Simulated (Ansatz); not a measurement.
# Run report: SiNH₇O, geometry relaxation

- system: SiNH₇O
- method: RKS PBE0-D4/def2-TZVP (Ansatz 0.2.0)

The geometry is a transition state displaced along its imaginary mode. The reaction was set up to form Si1–H7 and N2–H6 and to break Si1–N2 and H6–H7 (atoms counted from 1 in the order of the input); sticks are drawn by distance alone. Figures and captions count atoms from 1; the log counts them from 0 in places.

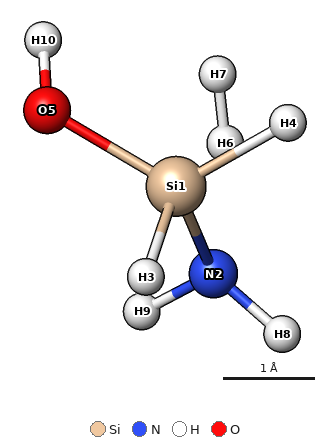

Figure 1. The structure as given in the input (ball-and-stick view, seen at an oblique angle; atoms are numbered from 1 in the order of the input). Bond lengths as drawn: H–H 0.79 Å, H–N 1.01 Å, H–O 0.96 Å, H–Si 1.46 to 1.50 Å, N–Si 1.80 Å and O–Si 1.65 Å.

### Key numbers

```json
{"quantity": "outcome", "value": "converged"}
{"quantity": "total energy", "value": "−11524.6265 eV"}
{"quantity": "mean-field energy", "value": "−11524.5085 eV"}
{"quantity": "dispersion energy", "value": "−0.1179 eV"}
{"quantity": "SCF solution under orbital rotations", "value": "stable"}
{"quantity": "largest force (length of the vector) at the end", "value": "0.004 eV/Å"}
{"quantity": "dipole moment", "value": "2.19 D"}
{"quantity": "hardware", "value": "2 CPU threads, shared host"}
{"quantity": "wall time", "value": "45 s (CPU time 82 s)"}
{"quantity": "peak memory", "value": "0.3 GiB"}
```

### The input
```yaml
crystal:
  periodic: [false, false, false]
  atoms:
    - {symbol: Si, position_ang: [-0.648022, -0.363514, -0.070395]}
    - {symbol: N, position_ang: [1.131055, -0.521826, 0.154519]}
    - {symbol: H, position_ang: [-1.039105, -1.595937, -0.744889]}
    - {symbol: H, position_ang: [-1.305272, -0.378472, 1.272978]}
    - {symbol: O, position_ang: [-1.138825, 0.750831, -1.188458]}
    - {symbol: H, position_ang: [0.718338, 0.791275, 0.711847]}
    - {symbol: H, position_ang: [0.173535, 1.347407, 0.834884]}
    - {symbol: H, position_ang: [1.473058, -1.311241, 0.686491]}
    - {symbol: H, position_ang: [1.681973, -0.399393, -0.685574]}
    - {symbol: H, position_ang: [-1.046939, 1.680772, -0.971404]}
basis:
  gaussian: {orbitals: def2-TZVP}
hamiltonian: {xc: pbe0, dispersion: d4}
relax: {f_tol: 0.005, max_steps: 200}
```

### The program's output
```
Functional definition: PBE0
  name "PBE0"
  cite "Adamo & Barone, J. Chem. Phys. 110, 6158 (1999) doi:10.1063/1.478522"
  cite "Perdew, Burke & Ernzerhof, Phys. Rev. Lett. 77, 3865 (1996) doi:10.1103/PhysRevLett.77.3865"
  parent pbe
  parameter a = 0.25
  parameter kappa = 0.804
  parameter beta = 0.06672455060314922
  exchange = (1 - a)*pbe_x(kappa = kappa, mu = beta*pi^2/3) + a*exact_x
  correlation = pbe_c(beta = beta)
882 factors; their error is unknown
mean field evaluation 1: about -11514.2314 eV, gradient 7.2e1 eV
mean field evaluation 2: about -11501.9900 eV, gradient 1.0e2 eV
mean field evaluation 4: about -11523.0242 eV, gradient 4.6e0 eV
mean field evaluation 8: about -11523.0608 eV, gradient 2.2e-2 eV
mean field evaluation 16: about -11523.0972 eV, gradient 5.7e-5 eV
mean field -11523.09724786 eV, -423.4660132230 hartree, gradient 5.7e-5 eV, S^2 0.000000; 0 other end points of the search recorded, 0 dependent functions left out
the calculation of the forces begins
reference -11523.09727607 eV, -423.4660142597 hartree; 18, 18 occupied and 123, 123 virtual orbitals, 882 factors
relax step   1: F+E_penalty+E_count = -11523.22525660 eV  Δ(F+E_penalty+E_count) = +0.000e0 eV  max|allowed force component| = 1.486e0 eV/Å  Δτ_max = 0.0000 Å  (25 SCF iters, accepted)
these checks for a lower state are left out or cut short: starts, cluster_reference, orbital_swaps, neighbouring_geometries, increment
882 factors; their error is unknown
mean field -11523.58739282 eV, -423.4840257182 hartree, gradient 9.4e-6 eV, S^2 0.000000; 0 other end points of the search recorded, 0 dependent functions left out
[... from here on the field's lines of each further geometry are left out, up to the last ...]
relax step   2: F+E_penalty+E_count = -11523.71855399 eV  Δ(F+E_penalty+E_count) = -4.933e-1 eV  max|allowed force component| = 1.785e0 eV/Å  Δτ_max = 0.1962 Å  (29 SCF iters, accepted)
relax step   3: F+E_penalty+E_count = -11524.12290430 eV  Δ(F+E_penalty+E_count) = -4.044e-1 eV  max|allowed force component| = 1.583e0 eV/Å  Δτ_max = 0.1928 Å  (28 SCF iters, accepted)
relax step   4: F+E_penalty+E_count = -11524.37977647 eV  Δ(F+E_penalty+E_count) = -2.569e-1 eV  max|allowed force component| = 6.944e-1 eV/Å  Δτ_max = 0.1949 Å  (27 SCF iters, accepted)
relax step   5: F+E_penalty+E_count = -11524.50092528 eV  Δ(F+E_penalty+E_count) = -1.211e-1 eV  max|allowed force component| = 5.352e-1 eV/Å  Δτ_max = 0.1949 Å  (28 SCF iters, accepted)
relax step   6: F+E_penalty+E_count = -11524.54634950 eV  Δ(F+E_penalty+E_count) = -4.542e-2 eV  max|allowed force component| = 4.882e-1 eV/Å  Δτ_max = 0.2000 Å  (29 SCF iters, accepted)
relax step   7: F+E_penalty+E_count = -11524.57455876 eV  Δ(F+E_penalty+E_count) = -2.821e-2 eV  max|allowed force component| = 1.949e-1 eV/Å  Δτ_max = 0.1101 Å  (29 SCF iters, accepted)
relax step   8: F+E_penalty+E_count = -11524.59948177 eV  Δ(F+E_penalty+E_count) = -2.492e-2 eV  max|allowed force component| = 3.239e-1 eV/Å  Δτ_max = 0.1682 Å  (27 SCF iters, accepted)
relax step   9: F+E_penalty+E_count = -11524.60690772 eV  Δ(F+E_penalty+E_count) = -7.426e-3 eV  max|allowed force component| = 2.733e-1 eV/Å  Δτ_max = 0.0784 Å  (29 SCF iters, accepted)
relax step  10: F+E_penalty+E_count = -11524.61439326 eV  Δ(F+E_penalty+E_count) = -7.486e-3 eV  max|allowed force component| = 2.403e-1 eV/Å  Δτ_max = 0.1004 Å  (29 SCF iters, accepted)
relax step  11: F+E_penalty+E_count = -11524.61834209 eV  Δ(F+E_penalty+E_count) = -3.949e-3 eV  max|allowed force component| = 1.029e-1 eV/Å  Δτ_max = 0.0636 Å  (29 SCF iters, accepted)
relax step  12: F+E_penalty+E_count = -11524.62163892 eV  Δ(F+E_penalty+E_count) = -3.297e-3 eV  max|allowed force component| = 1.243e-1 eV/Å  Δτ_max = 0.0822 Å  (28 SCF iters, accepted)
relax step  13: F+E_penalty+E_count = -11524.62326818 eV  Δ(F+E_penalty+E_count) = -1.629e-3 eV  max|allowed force component| = 1.248e-1 eV/Å  Δτ_max = 0.0859 Å  (29 SCF iters, accepted)
relax step  14: F+E_penalty+E_count = -11524.62435660 eV  Δ(F+E_penalty+E_count) = -1.088e-3 eV  max|allowed force component| = 1.466e-1 eV/Å  Δτ_max = 0.0550 Å  (29 SCF iters, accepted)
relax step  15: F+E_penalty+E_count = -11524.62540864 eV  Δ(F+E_penalty+E_count) = -1.052e-3 eV  max|allowed force component| = 1.461e-1 eV/Å  Δτ_max = 0.0500 Å  (29 SCF iters, accepted)
relax step  16: F+E_penalty+E_count = -11524.62611401 eV  Δ(F+E_penalty+E_count) = -7.054e-4 eV  max|allowed force component| = 5.794e-2 eV/Å  Δτ_max = 0.0664 Å  (29 SCF iters, accepted)
relax step  17: F+E_penalty+E_count = -11524.62630301 eV  Δ(F+E_penalty+E_count) = -1.890e-4 eV  max|allowed force component| = 1.907e-2 eV/Å  Δτ_max = 0.0253 Å  (30 SCF iters, accepted)
relax step  18: F+E_penalty+E_count = -11524.62637564 eV  Δ(F+E_penalty+E_count) = -7.263e-5 eV  max|allowed force component| = 1.761e-2 eV/Å  Δτ_max = 0.0140 Å  (30 SCF iters, accepted)
relax step  19: F+E_penalty+E_count = -11524.62642645 eV  Δ(F+E_penalty+E_count) = -5.082e-5 eV  max|allowed force component| = 1.057e-2 eV/Å  Δτ_max = 0.0223 Å  (30 SCF iters, accepted)
relax step  20: F+E_penalty+E_count = -11524.62644272 eV  Δ(F+E_penalty+E_count) = -1.626e-5 eV  max|allowed force component| = 6.622e-3 eV/Å  Δτ_max = 0.0144 Å  (30 SCF iters, accepted)
the calculation of the forces begins
reference -11524.50853587 eV, -423.5178771007 hartree; 18, 18 occupied and 123, 123 virtual orbitals, 882 factors
relax step  21: F+E_penalty+E_count = -11524.62645020 eV  Δ(F+E_penalty+E_count) = -7.485e-6 eV  max|allowed force component| = 3.417e-3 eV/Å  Δτ_max = 0.0056 Å  (31 SCF iters, accepted)
882 factors; their error is unknown
mean field evaluation 160: about -11503.3654 eV, gradient 1.0e2 eV
```

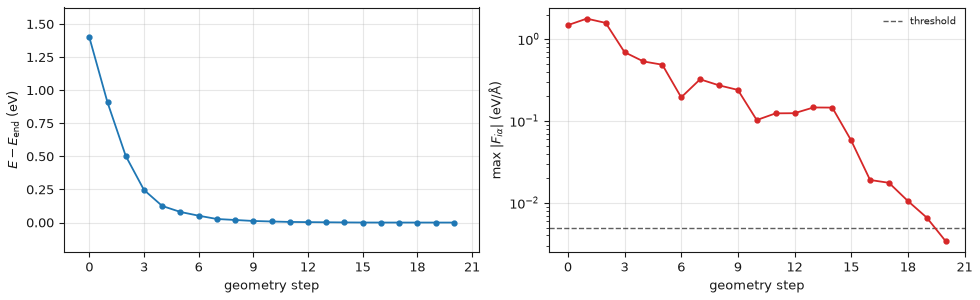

Figure 2. Progress of the relaxation, step by step (the first geometry is step 0 here and step 1 in the log).

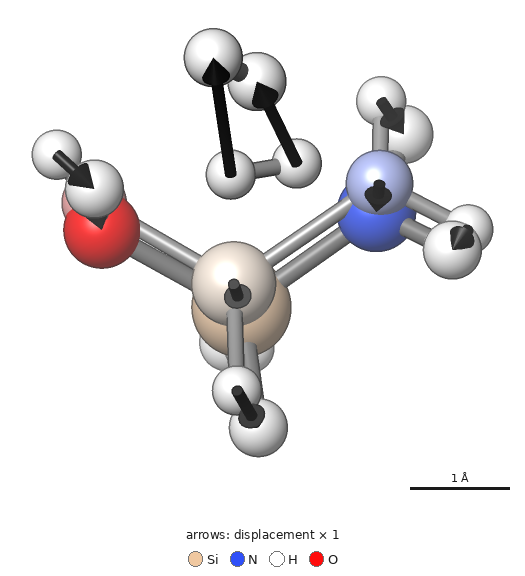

Figure 3. Start (faint) and end (solid) with the displacements as black arrows, at true length (ball-and-stick view, seen at a tilt). The two geometries are laid on each other by the best rigid fit. Over 20 geometry steps the energy falls by 1.401 eV. The largest force component goes from 1.5 to 0.0034 eV/Å. The largest move after the best rigid fit is that of H7, 1.48 Å. By element the largest moves are H 1.48 Å, Si 0.52 Å, N 0.39 Å, O 0.31 Å. Distances before and after: Si1–N2 1.800 → 1.712 Å, H6–H7 0.788 → 0.749 Å, Si1–H3 1.458 → 1.483 Å, Si1–O5 1.653 → 1.645 Å. Among the angles that change: N2–Si1–H3 104.4° → 114.3°, Si1–N2–H9 115.1° → 122.9°, H4–Si1–O5 118.9° → 112.5°. (Atoms are counted from 1 in the order of the input.)

```
mean field -11524.50850409 eV, -423.5178759328 hartree, gradient 5.7e-5 eV, S^2 0.000000; 1 other end points of the search recorded, 0 dependent functions left out
the calculation of the forces begins
reference -11524.50853587 eV, -423.5178771007 hartree; 18, 18 occupied and 123, 123 virtual orbitals, 882 factors
Total energy: -11524.62648198 eV, -423.5222115404 hartree
Atom 0 at    -0.736066    -0.832907    -0.347867 Å, force     0.000475     0.003266     0.000621 eV/Å
Atom 1 at     0.933315    -0.787755     0.028286 Å, force     0.001439     0.000556     0.001208 eV/Å
Atom 2 at    -1.090198    -1.773669    -1.437542 Å, force    -0.000381    -0.000602    -0.000444 eV/Å
Atom 3 at    -1.391226    -1.221798     0.929984 Å, force    -0.000163     0.000180     0.000248 eV/Å
Atom 4 at    -1.282759     0.607251    -0.923970 Å, force    -0.001686    -0.001578    -0.003417 eV/Å
Atom 5 at     0.929099     1.922961     0.869315 Å, force    -0.000023    -0.000406    -0.000143 eV/Å
Atom 6 at     0.764653     2.624800     1.071790 Å, force    -0.000029     0.000465     0.000030 eV/Å
Atom 7 at     1.272420    -1.163100     0.897538 Å, force    -0.001127    -0.000374    -0.000152 eV/Å
Atom 8 at     1.651683    -0.760119    -0.675955 Å, force    -0.000472     0.000356    -0.000910 eV/Å
Atom 9 at    -1.051125     1.384238    -0.411581 Å, force     0.001968    -0.001863     0.002959 eV/Å
Dipole moment:     0.389930     0.010708     0.234468 e Å
```

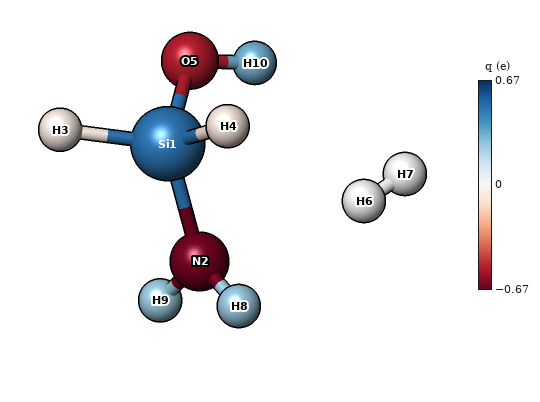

Figure 4. Mulliken charges, as the colour of each atom (ball-and-stick view, seen at a tilt; atoms are numbered from 1 in the order of the input). By element: Si +0.48, N −0.64, H −0.07 to +0.32 and O −0.52 e.
